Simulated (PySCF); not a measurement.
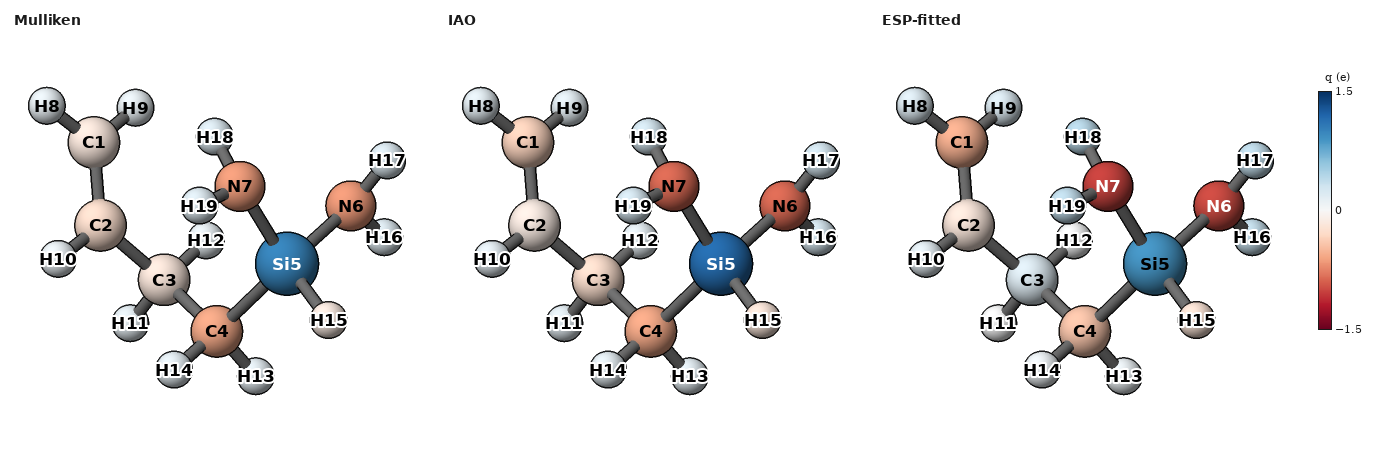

Atomic charges of one calculation by 3 schemes, on one colour scale. Computed geometry: GFN2-xTB optimisation. No frequency run is at hand to confirm it as a minimum. Level of theory: PBE0/pcSseg-1 (PySCF 2.14.0).

**On which atom do the schemes disagree most?**

On C3 (from −0.25 to 0.20 e).

List the charges (e), one line for each set of equivalent atoms.

```
atom  Mulliken    IAO  ESP-fitted
  C1     −0.16  −0.33       −0.53
  C2     −0.26  −0.12       −0.17
  C3     −0.17  −0.25        0.20
  C4     −0.57  −0.57       −0.41
 Si5      0.99   1.14        0.89
  N6     −0.64  −0.85       −0.97
  N7     −0.63  −0.85       −1.02
  H8      0.11   0.15        0.20
  H9      0.11   0.14        0.21
 H10      0.10   0.14        0.15
 H11      0.13   0.14        0.00
 H12      0.12   0.14        0.02
 H13      0.13   0.14        0.08
 H14      0.13   0.14        0.08
 H15     −0.14  −0.18       −0.20
 H16      0.18   0.26        0.35
 H17      0.19   0.26        0.37
 H18      0.19   0.26        0.40
 H19      0.18   0.26        0.37
```

The geometry is semi-empirical. Around Si such bond lengths and angles can be off by a tenth of an ångström or more and by several degrees, and values that hang on the shape move with them.
